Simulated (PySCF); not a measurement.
# YSH: rigid scans about the minimum

Aim: map the energy of singlet YSH about its PBE0 minimum, with rigid distortions.

Method: PBE0, basis Y def2-TZVP with ECP28, S def2-TZVP, H def2-TZVP, scalar-relativistic core potentials, no spin–orbit coupling, density fitting; program: PySCF 2.14.0.

**1. Where the work starts**

3 atoms, charge 0, spin multiplicity 1.

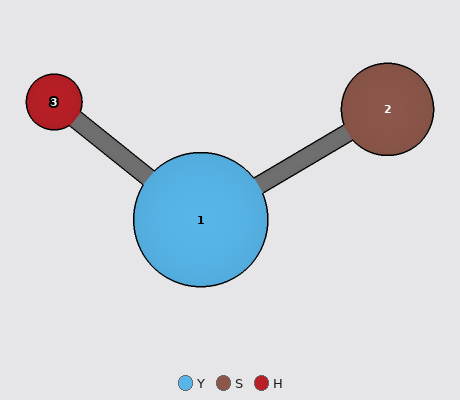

Start geometry, drawn with yttrium blue, sulfur brown, hydrogen red; atoms are numbered from 1 in the order of the file.

```xyz
3
charge 0 multiplicity 1
Y    -0.0207   -0.3124    0.5042
S     0.0556    0.8381   -1.4659
H     0.0617    0.9301    2.0436
```

**2. Real-space pictures of the lowest minimum**

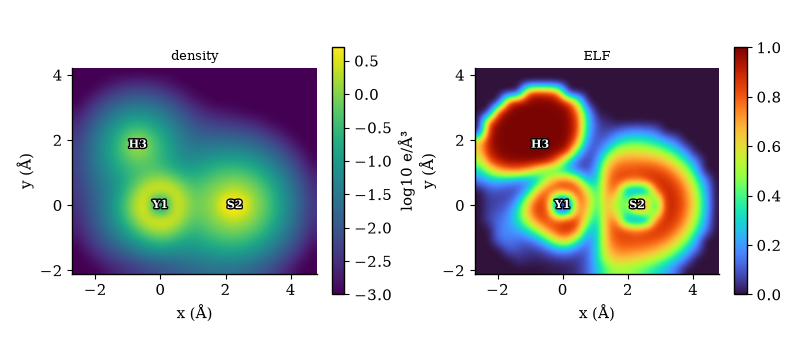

The plane holds Y1 at (0.00, 0.00), S2 at (2.28, 0.00), H3 at (-0.70, 1.85) Å. ELF is set to 0 where the density is under 0.005 e/Å³; an orbital's overall sign is arbitrary. Electrons inside core potentials are absent.

The fields below are evaluated on a grid from the run's orbitals.

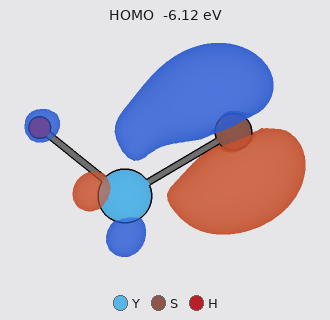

PBE0 orbitals near the gap, drawn at the value that encloses 70 % of each; the two colours are the two signs.

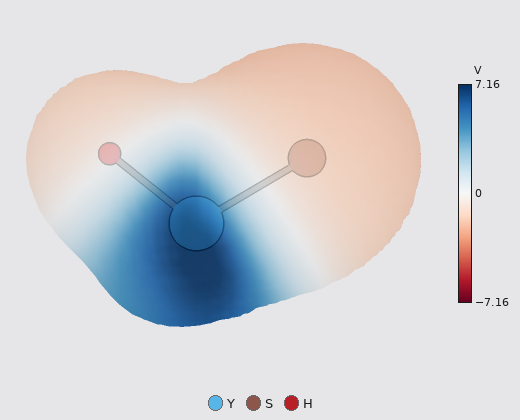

The potential that a unit positive charge feels on the 0.002 e/bohr³ surface, from -1.90 V near S2 to 7.16 V near Y1.

Values on the line from Y1 (at 0) through S2 (at 2.283 Å):

```csv
distance (Å),density (e/Å³),ELF,electrostatic potential (V)
-0.80,1.69,0.868,35.6
0.91,1.01,0.406,23.7
1.14,0.732,0.404,12.7
1.37,0.947,0.741,14
1.60,1.33,0.608,32.2
1.83,2.49,0.088,89.4
2.05,45.7,0.864,335
2.40,158,0.382,1.08e+03
2.63,9.28,0.551,159
2.85,1.44,0.221,52.8
3.08,0.897,0.878,18.1
3.31,0.455,0.905,5.17
3.54,0.207,0.863,0.365
```

Making the fields needed 0.9 s of wall time on 2 threads of Arm Neoverse V1, shared host.

**3. Breathing scan**

One driver script runs all scans and calls PySCF for each point, on a (75, 302) grid.

The run is started by

```
> OMP_NUM_THREADS=2 python axn.py task.json out
```

A rigid scan with PBE0: all bonds to the central atom are scaled together. Each point starts from its neighbour's orbitals, and energies count from the minimum.

```csv
scale of all bonds to the centre,energy (kJ/mol),dipole size (D)
0.88,140.2,6.87
0.92,55.9,7.38
0.96,12.6,7.83
1.00,0.0,8.23
1.04,10.2,8.59
1.08,36.9,8.90
1.14,97.5,9.29
1.22,199.4,9.68
1.35,378.2,9.98
```

The scan took 6.2 s.

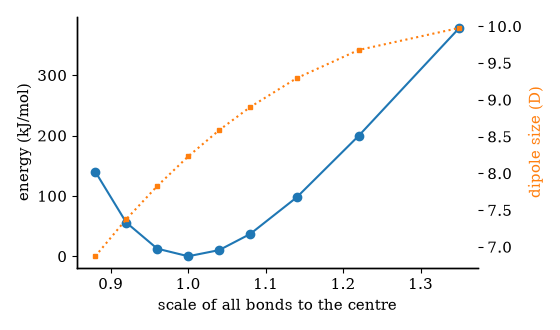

Energy (circles) and dipole moment (squares) along the scan.

**4. Stretching one bond**

A rigid scan with PBE0: the bond from Y to the last atom (H) is scaled and the rest held.

```csv
scale of one bond,energy (kJ/mol),dipole size (D)
0.92,11.1,8.30
0.96,2.5,8.26
1.00,0.0,8.23
1.05,3.3,8.20
1.12,16.3,8.17
1.20,38.7,8.15
1.35,90.2,8.19
1.55,159.8,8.32
1.80,233.3,8.47
2.20,314.4,8.56
```

The scan took 8.7 s.

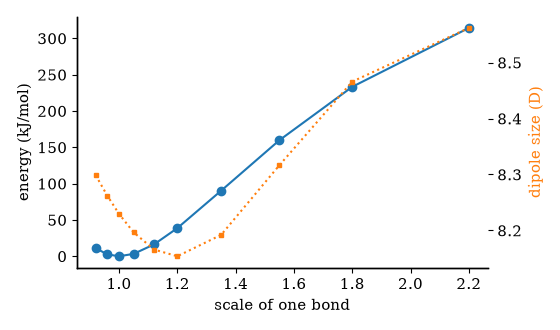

Energy (circles) and dipole moment (squares) along the scan.

A restricted determinant lies too high at long bonds, where the pair should uncouple.

**5. Bending curve**

A rigid scan with PBE0: the S–Y–H angle changes, with bonds held.

```csv
bond angle (°),energy (kJ/mol),dipole size (D)
80,34.5,9.06
90,15.1,8.92
100,3.9,8.65
110,0.0,8.26
120,2.7,7.76
130,10.9,7.12
140,23.1,6.36
150,37.4,5.46
160,51.0,4.51
170,60.9,3.67
180,64.5,3.32
```

The scan took 7.3 s.

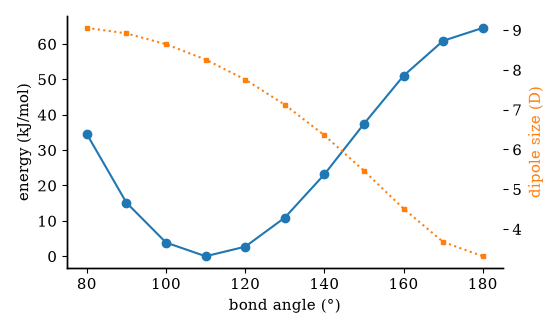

Energy (circles) and dipole moment (squares) along the scan.

**6. Outcome**

| quantity | value |
| --- | --- |
| all bonds 4 % longer | 10.2 kJ/mol |
| one bond 20 % longer | 38.7 kJ/mol |
| linear shape, bonds held | 64.5 kJ/mol |

**Reading.** Shortening all bonds by 4 % costs 12.6 kJ/mol and lengthening them 10.2: the wall is steeper on the short side. Held rigid otherwise, the linear shape costs 65 kJ/mol. Whether spin polarisation would lower the closed shell was not checked.
